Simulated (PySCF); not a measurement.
# BOF (fluoro(oxo)borane): HF/3-21G

What is the energy change on altering one bond length of BOF (fluoro(oxo)borane) at HF/3-21G? The job is set up through a Python script.

Program for the calculation: PySCF 2.14.0.

4 further runs of the same task are left out: 1 that didn't finish, 3 set aside as unsound or not needed. Runs told in other sessions of the task aren't counted.

## (1) The structure to begin with

BOF has 3 atoms, charge 0, and is taken as a singlet. As SMILES, `O=BF`. The coordinates come from a PBE0-D4/def2-TZVP relaxation.

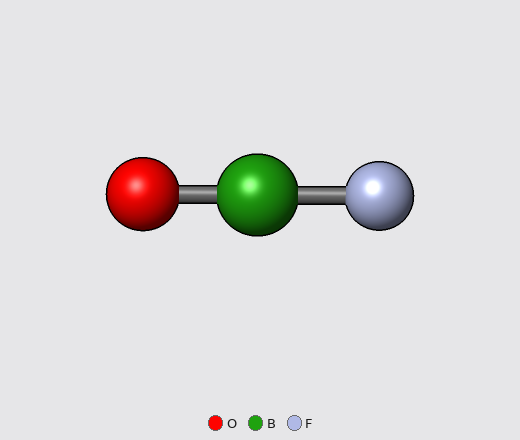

Viewed from a chosen angle; oxygen red, boron green, fluorine light blue.

## (2) A single-point energy at HF/3-21G

input.py

```python
from pyscf import gto, scf

mol = gto.M(
    atom='''
O      1.857790    -1.067884     0.906880
B      0.038361    -0.021921     0.018708
F     -1.896151     1.089994    -0.925588
''',
    unit='bohr',
    basis='3-21g',
    max_memory=1860,
    verbose=3,
)

myscf = scf.RHF(mol)
myscf.conv_tol = 1e-10
myscf.kernel()
if not myscf.converged:
    myscf = myscf.newton().run(myscf.mo_coeff, myscf.mo_occ)

etot = myscf.e_tot
print(f'total energy: {etot:.8f} hartree')
```

On the command line:

```sh
OMP_NUM_THREADS=1 python input.py
```

Log:

```text
converged SCF energy = -197.982423479396
total energy: -197.98242348 hartree
```

It took 0.48 s on 1 thread of Arm Neoverse V2, shared host; peak memory 0.098 GiB.

## (3) The distorted shape at the same level

run.py

```python
from pyscf import gto, scf

mol = gto.Mole()
mol.atom = [
    ('O', (2.138439, -1.229288, 1.043890)),
    ('B', (0.020300, -0.011600, 0.009900)),
    ('F', (-1.003400, 0.576800, -0.489800)),
]
mol.basis = '3-21g'
mol.charge = 0
mol.max_memory = 1860
mol.verbose = 4
mol.build()

mf = scf.RHF(mol)
mf.conv_tol = 1e-10
mf.kernel()
if not mf.converged:
    mf = mf.newton().run(mf.mo_coeff, mf.mo_occ)

e_final = mf.e_tot
print('E(%s) = %.9f' % ('HF', e_final))
```

On the command line:

```sh
OMP_NUM_THREADS=1 python run.py
```

Log:

```text
PySCF version 2.14.0

[INPUT] num. atoms = 3
[INPUT] num. electrons = 22
[INPUT] charge = 0
[INPUT] spin (= nelec alpha-beta = 2S) = 0
[INPUT] symmetry False subgroup None
[INPUT] Mole.unit = angstrom
[INPUT] Symbol           X                Y                Z      unit          X                Y                Z       unit  Magmom
[INPUT]  1 O      2.138439000000  -1.229288000000   1.043890000000 AA    4.041064044089  -2.323017648214   1.972666204172 Bohr   0.0
[INPUT]  2 B      0.020300000000  -0.011600000000   0.009900000000 AA    0.038361440329  -0.021920823045   0.018708288633 Bohr   0.0
[INPUT]  3 F     -1.003400000000   0.576800000000  -0.489800000000 AA   -1.896151193389   1.089994028649  -0.925587855812 Bohr   0.0

nuclear repulsion = 36.2336101142087
number of shells = 15
number of NR pGTOs = 45
number of NR cGTOs = 27
basis = 3-21g
ecp = {}

******** <class 'pyscf.scf.hf.RHF'> ********
method = RHF
initial guess = minao
damping factor = 0
level_shift factor = 0
DIIS = <class 'pyscf.scf.diis.CDIIS'>
diis_start_cycle = 1
diis_space = 8
diis_damp = 0
SCF conv_tol = 1e-10
SCF conv_tol_grad = None
SCF max_cycles = 50
direct_scf = True
direct_scf_tol = 1e-13
Set gradient conv threshold to 1e-05
Initial guess from minao.
init E= -197.225549444926
  HOMO = -0.378865642079442  LUMO = -0.257367677564936  gap/eV = 3.30613
cycle= 1 E= -196.948057362301  delta_E= 0.277  |g|=  1.2  |ddm|= 1.59
  HOMO = -0.196236885227408  LUMO = 0.0921467387319286  gap/eV = 7.84732
cycle= 2 E= -190.567435732601  delta_E= 6.38  |g|= 2.79  |ddm|= 3.36
  HOMO = -0.39855790690841  LUMO = -0.124091470759828  gap/eV = 7.46861
cycle= 3 E= -197.221512508349  delta_E= -6.65  |g|= 0.968  |ddm|= 3.27
  HOMO = -0.390375056078778  LUMO = -0.078692294949037  gap/eV = 8.48132
cycle= 4 E= -197.425166085178  delta_E= -0.204  |g|= 0.737  |ddm|= 0.375
  HOMO = -0.416172397979645  LUMO = 0.00932578950428864  gap/eV = 11.57840
cycle= 5 E= -197.629584805678  delta_E= -0.204  |g|= 0.408  |ddm|= 0.561
  HOMO = -0.42234425738387  LUMO = 0.0633481528421571  gap/eV = 13.21636
cycle= 6 E= -197.700928750039  delta_E= -0.0713  |g|= 0.174  |ddm|= 0.445
  HOMO = -0.421549325211924  LUMO = 0.0700829859326348  gap/eV = 13.37800
cycle= 7 E= -197.712862059142  delta_E= -0.0119  |g|= 0.037  |ddm|= 0.241
  HOMO = -0.423618808149214  LUMO = 0.0774623297128794  gap/eV = 13.63511
cycle= 8 E= -197.713201996401  delta_E= -0.00034  |g|= 0.00315  |ddm|= 0.0459
  HOMO = -0.42444114744133  LUMO = 0.0780014284740735  gap/eV = 13.67216
cycle= 9 E= -197.713212689872  delta_E= -1.07e-05  |g|= 0.000486  |ddm|= 0.00937
  HOMO = -0.424529786973081  LUMO = 0.0782381384288615  gap/eV = 13.68101
cycle= 10 E= -197.713212751943  delta_E= -6.21e-08  |g|= 4.95e-05  |ddm|= 0.000542
  HOMO = -0.424535170361825  LUMO = 0.0782248256456231  gap/eV = 13.68080
cycle= 11 E= -197.713212753535  delta_E= -1.59e-09  |g|= 1.24e-05  |ddm|= 0.000119
  HOMO = -0.424533236476827  LUMO = 0.0782283075013601  gap/eV = 13.68084
cycle= 12 E= -197.713212753638  delta_E= -1.03e-10  |g|= 3.15e-06  |ddm|= 2.89e-05
  HOMO = -0.424533436796408  LUMO = 0.078228392487385  gap/eV = 13.68085
cycle= 13 E= -197.713212753643  delta_E= -4.89e-12  |g|= 4.47e-07  |ddm|= 5.15e-06
  HOMO = -0.424533381861901  LUMO = 0.0782283585644499  gap/eV = 13.68084
Extra cycle  E= -197.713212753643  delta_E= -2.84e-14  |g|= 3e-07  |ddm|= 5.86e-07
converged SCF energy = -197.713212753643
E(HF) = -197.713212754
```

Run time: 0.48 s. Hardware: 1 thread of Arm Neoverse V2, shared host; peak memory 0.099 GiB.

## (4) Summary of results

At HF/3-21G:

| quantity | value |
| --- | --- |
| first shape: total energy | -197.98242 Eh |
| first shape: dipole moment | 1.99 D |
| first shape: HOMO energy | -13.96 eV |
| first shape: LUMO energy | 4.76 eV |
| first shape: HOMO–LUMO gap | 18.72 eV |
| distorted shape: total energy | -197.71321 Eh |
| distorted shape: dipole moment | 1.47 D |
| distorted shape: HOMO energy | -11.55 eV |
| distorted shape: LUMO energy | 2.13 eV |
| distorted shape: HOMO–LUMO gap | 13.68 eV |
| energy change with the O1–B2 bond stretched from 1.206 to 2.653 Å | 7.326 eV |

In words: With the O1–B2 bond stretched from 1.206 to 2.653 Å the energy rises by 7.33 eV (169 kcal/mol). The first shape isn't relaxed at this level, so the change isn't measured from a minimum. A restricted reference can't describe the breaking bond well at this length.
